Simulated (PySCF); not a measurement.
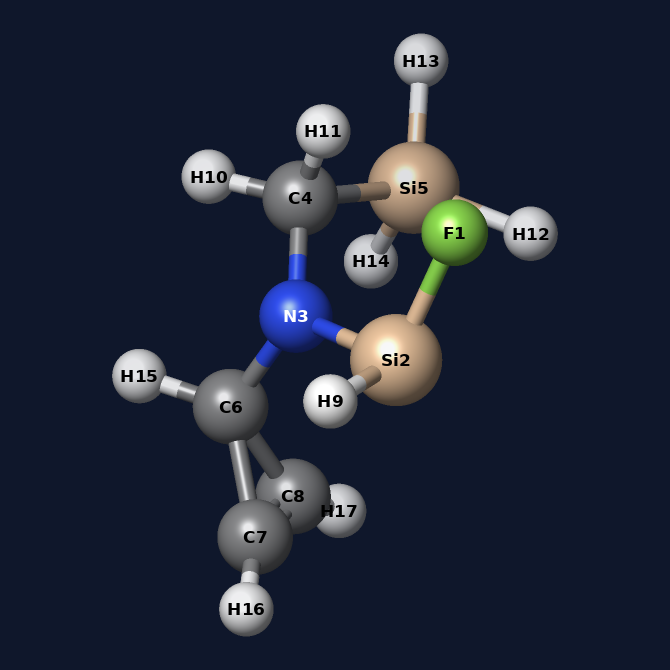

The species is neutral and a spin doublet. Computed geometry: GFN2-xTB optimisation. No frequency run is at hand to confirm it as a minimum. Properties computed with UKS B3LYP, pcH-1 on C F H N Si, non-relativistic (PySCF 2.14.0).

Give the isotropic hyperfine couplings (Fermi-contact term alone) of F1, Si2, N3, C4, Si5, C6, C7, C8, H9, H10, H11, H12, H13, H14, H15, H16, H17.

```
atom  isotope  a_iso (MHz)
  F1      19F        118.7
 Si2     29Si       −642.3
  N3      14N         11.9
  C4      13C         −5.6
 Si5     29Si         −6.3
  C6      13C         −5.9
  C7      13C          1.3
  C8      13C          7.3
  H9       1H        242.4
 H10       1H         20.8
 H11       1H          1.2
 H12       1H          1.7
 H13       1H         −1.3
 H14       1H         −0.6
 H15       1H         19.6
 H16       1H         −0.4
 H17       1H          0.2
```

The geometry is semi-empirical. Around Si such bond lengths and angles can be off by a tenth of an ångström or more and by several degrees, and values that hang on the shape move with them.
